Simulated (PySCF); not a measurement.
**What a change does: NMR shielding calculation on C7H11FSSi**

System: C7H11FSSi, SMILES CCCc1cc([SiH3])sc1F.
Method of run 1: GIAO PBE0/pcSseg-1 NMR shielding, non-relativistic, IEF-PCM dimethylsulfoxide (PySCF 2.14.0).

The geometry comes from this level: PBE0-D3(BJ)/def2-SVP. Text and figures count atoms from 1; the logs count them from 0 in places.

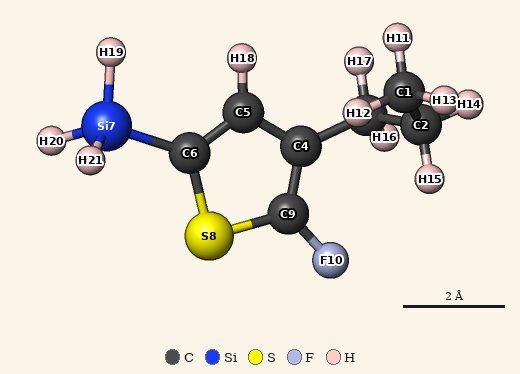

**Figure 1.** The input geometry (ball-and-stick view, seen at a tilt; atoms are numbered from 1 in the order of the input). Bond lengths as drawn: C–C 1.37 to 1.53 Å, C–F 1.32 Å, C–H 1.09 to 1.10 Å, C–S 1.72 to 1.73 Å, C–Si 1.86 Å and H–Si 1.49 Å.

**The input, run 1**
```
{"job": {"kind": "nmr", "xc": "PBE0", "basis": "pcSseg-1", "solvent": "dimethylsulfoxide", "pop": false}, "charge": 0, "multiplicity": 1}
C     -1.596733     0.738005     1.148721
C     -2.036880    -0.105529    -0.036274
C     -0.989186    -1.127782    -0.487174
C      0.288302    -0.503694    -0.964960
C      1.508014    -0.397203    -0.233065
C      2.526543     0.262691    -0.886303
Si     4.247267     0.575783    -0.242357
S      1.994033     0.786897    -2.451117
C      0.433378     0.105062    -2.182905
F     -0.497171     0.200170    -3.116668
H     -1.382744     0.109388     2.028760
H     -0.682145     1.307036     0.918335
H     -2.374476     1.460692     1.437907
H     -2.966117    -0.645245     0.213100
H     -2.283383     0.547613    -0.890543
H     -1.412040    -1.749947    -1.292362
H     -0.757466    -1.811104     0.346272
H      1.627276    -0.811649     0.770743
H      4.286532     0.048369     1.153729
H      5.281301    -0.120690    -1.066956
H      4.570898     2.034700    -0.238880
```

The first line tells a small driver script what to run in PySCF; the rest is the geometry in Å.

Hardware: 1 CPU thread, shared host.

**Output (run 1)**
```
coarse grid: 18760 points
cycle   1  E = -1059.9843560666  dE =  1.337e+00  |g| = 5.560e-01  |ddm| = 4.349e+00
cycle   2  E = -1059.9161965842  dE =  6.816e-02  |g| = 7.871e-01  |ddm| = 1.096e+00
cycle   3  E = -1060.0518928404  dE = -1.357e-01  |g| = 9.879e-02  |ddm| = 6.863e-01
cycle   4  E = -1060.0539387111  dE = -2.046e-03  |g| = 4.771e-02  |ddm| = 1.398e-01
cycle   5  E = -1060.0544630884  dE = -5.244e-04  |g| = 1.180e-02  |ddm| = 5.079e-02
cycle   6  E = -1060.0544894535  dE = -2.637e-05  |g| = 4.590e-03  |ddm| = 1.419e-02
cycle   7  E = -1060.0544945948  dE = -5.141e-06  |g| = 9.944e-04  |ddm| = 4.266e-03
final grid: 172824 points
cycle   8  E = -1060.1221145688  dE = -3.792e-05  |g| = 9.603e-03  |ddm| = 3.966e-02
cycle   9  E = -1060.1220979345  dE =  1.663e-05  |g| = 1.254e-02  |ddm| = 2.128e-02
cycle  10  E = -1060.1221378942  dE = -3.996e-05  |g| = 1.191e-03  |ddm| = 1.292e-02
cycle  11  E = -1060.1221381986  dE = -3.043e-07  |g| = 2.997e-04  |ddm| = 1.409e-03
cycle  12  E = -1060.1221382172  dE = -1.860e-08  |g| = 7.935e-05  |ddm| = 3.203e-04
cycle  13  E = -1060.1221382184  dE = -1.281e-09  |g| = 3.488e-05  |ddm| = 1.021e-04
cycle  14  E = -1060.1221382187  dE = -2.860e-10  |g| = 8.233e-06  |ddm| = 3.419e-05
converged SCF energy = -1060.1221382187

GIAO shielding tensors (ppm)
atom      isotropic    diamagn.    paramagn.     s11        s22        s33       span
  0 C      170.926     248.933     -78.007    159.108    169.713    183.957     24.849
  1 C      158.901     246.778     -87.877    151.602    155.655    169.445     17.843
  2 C      155.664     244.159     -88.495    139.247    156.974    170.772     31.524
  3 C       55.871     262.436    -206.565    -14.511     38.238    143.887    158.398
  4 C       36.548     250.476    -213.927    -52.296     32.625    129.316    181.611
  5 C       67.075     267.364    -200.289    -17.832     66.682    152.375    170.207
  6 Si     423.355     878.814    -455.459    393.837    410.757    465.472     71.635
  7 S      288.316    1057.279    -768.963    166.883    313.221    384.844    217.961
  8 C        6.550     253.921    -247.371    -62.030     32.608     49.073    111.103
  9 F      306.306     473.616    -167.310    221.434    267.771    429.713    208.279
 10 H       30.524      30.861      -0.337     26.780     27.996     36.795     10.015
 11 H       30.599      32.379      -1.780     25.252     32.049     34.494      9.242
 12 H       30.263      28.688       1.575     25.514     27.255     38.022     12.508
 13 H       29.677      29.122       0.555     24.562     27.756     36.713     12.151
 14 H       29.834      31.093      -1.259     24.784     29.788     34.929     10.146
 15 H       28.285      29.722      -1.437     23.644     27.414     33.796     10.153
 16 H       28.963      31.103      -2.140     24.300     28.132     34.457     10.157
 17 H       24.029      33.990      -9.960     20.530     23.774     27.784      7.254
 18 H       26.709      27.349      -0.640     22.959     25.953     31.216      8.257
 19 H       26.707      26.469       0.237     22.980     24.833     32.307      9.326
 20 H       26.712      27.068      -0.356     22.994     25.039     32.102      9.109
```

The input of run 2 differs as follows (lines with − go, lines with + come):
```diff
-"solvent": "dimethylsulfoxide"
-"pop": false
+"solvent": "benzene"
+"pop": true
```

What does this change do to the results?

The total energy of run 2 is 1.1 kcal/mol higher: the change of the electrostatic solvation energy at this fixed geometry, without cavity or dispersion terms. The dipole moment goes from 1.90 to 1.59 D. Of all shieldings, the largest change is that of S8, by −2.7 ppm. The number of SCF iterations is the same.

**Output (run 2)**
```
coarse grid: 18760 points
cycle   1  E = -1059.9815103962  dE =  1.339e+00  |g| = 5.609e-01  |ddm| = 4.350e+00
cycle   2  E = -1059.9033393735  dE =  7.817e-02  |g| = 8.130e-01  |ddm| = 1.132e+00
cycle   3  E = -1060.0490562317  dE = -1.457e-01  |g| = 1.152e-01  |ddm| = 7.535e-01
cycle   4  E = -1060.0520382903  dE = -2.982e-03  |g| = 5.219e-02  |ddm| = 1.759e-01
cycle   5  E = -1060.0526446549  dE = -6.064e-04  |g| = 1.344e-02  |ddm| = 5.799e-02
cycle   6  E = -1060.0526785512  dE = -3.390e-05  |g| = 5.243e-03  |ddm| = 1.692e-02
cycle   7  E = -1060.0526851434  dE = -6.592e-06  |g| = 1.396e-03  |ddm| = 5.273e-03
final grid: 172824 points
cycle   8  E = -1060.1203184055  dE = -3.850e-05  |g| = 9.376e-03  |ddm| = 3.964e-02
cycle   9  E = -1060.1203002787  dE =  1.813e-05  |g| = 1.252e-02  |ddm| = 2.097e-02
cycle  10  E = -1060.1203402566  dE = -3.998e-05  |g| = 1.403e-03  |ddm| = 1.352e-02
cycle  11  E = -1060.1203407206  dE = -4.640e-07  |g| = 3.559e-04  |ddm| = 1.842e-03
cycle  12  E = -1060.1203407483  dE = -2.767e-08  |g| = 1.017e-04  |ddm| = 3.965e-04
cycle  13  E = -1060.1203407504  dE = -2.177e-09  |g| = 4.285e-05  |ddm| = 1.351e-04
cycle  14  E = -1060.1203407509  dE = -4.279e-10  |g| = 1.198e-05  |ddm| = 4.559e-05
converged SCF energy = -1060.1203407509

GIAO shielding tensors (ppm)
atom      isotropic    diamagn.    paramagn.     s11        s22        s33       span
  0 C      170.557     248.795     -78.238    158.496    169.546    183.629     25.133
  1 C      158.779     246.772     -87.993    151.527    155.477    169.333     17.806
  2 C      155.196     244.222     -89.026    139.196    156.280    170.113     30.916
  3 C       56.832     262.500    -205.668    -12.699     39.087    144.107    156.806
  4 C       37.527     250.841    -213.314    -51.595     35.928    128.247    179.841
  5 C       66.857     267.237    -200.380    -18.016     65.855    152.732    170.748
  6 Si     423.307     878.827    -455.520    393.661    410.394    465.865     72.205
  7 S      285.568    1057.297    -771.729    162.256    308.673    385.776    223.520
  8 C        6.186     253.801    -247.615    -62.383     31.574     49.367    111.750
  9 F      304.189     473.417    -169.228    218.235    265.421    428.911    210.676
 10 H       30.619      30.947      -0.328     26.898     28.107     36.852      9.954
 11 H       30.518      32.284      -1.766     25.179     31.944     34.430      9.251
 12 H       30.267      28.709       1.558     25.530     27.266     38.004     12.474
 13 H       29.748      29.217       0.532     24.641     27.844     36.760     12.118
 14 H       29.805      31.070      -1.266     24.761     29.746     34.907     10.146
 15 H       28.296      29.786      -1.490     23.677     27.435     33.774     10.097
 16 H       29.114      31.291      -2.178     24.456     28.348     34.537     10.080
 17 H       24.222      34.224     -10.003     20.791     23.916     27.958      7.166
 18 H       26.758      27.402      -0.644     23.018     26.005     31.251      8.234
 19 H       26.684      26.430       0.253     22.958     24.802     32.291      9.333
 20 H       26.695      27.049      -0.354     22.979     25.016     32.091      9.112
```

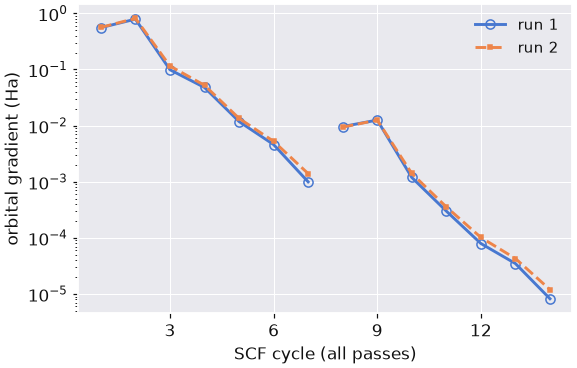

**Figure 2.** Convergence of the two runs: orbital gradient against the SCF cycle. A break in a curve parts two SCF passes (coarse and final grid). Run 1 takes 14 cycles in all, and run 2 takes 14.

**The two runs side by side**

```csv
quantity,run 1,run 2
outcome,converged,converged
total energy (hartree),−1060.122138,−1060.120341
HOMO (eV),−6.71,−6.69
LUMO (eV),−0.79,−0.79
dipole moment (D),1.90,1.59
shielding of C1 (ppm),170.9,170.6
shielding of C3 (ppm),155.7,155.2
shielding of C4 (ppm),55.9,56.8
shielding of C5 (ppm),36.5,37.5
shielding of S8 (ppm),288.3,285.6
shielding of C9 (ppm),6.5,6.2
shielding of F10 (ppm),306.3,304.2
SCF iterations,14,14
basis functions,239,239
wall time (shared host),56 s,64 s
```
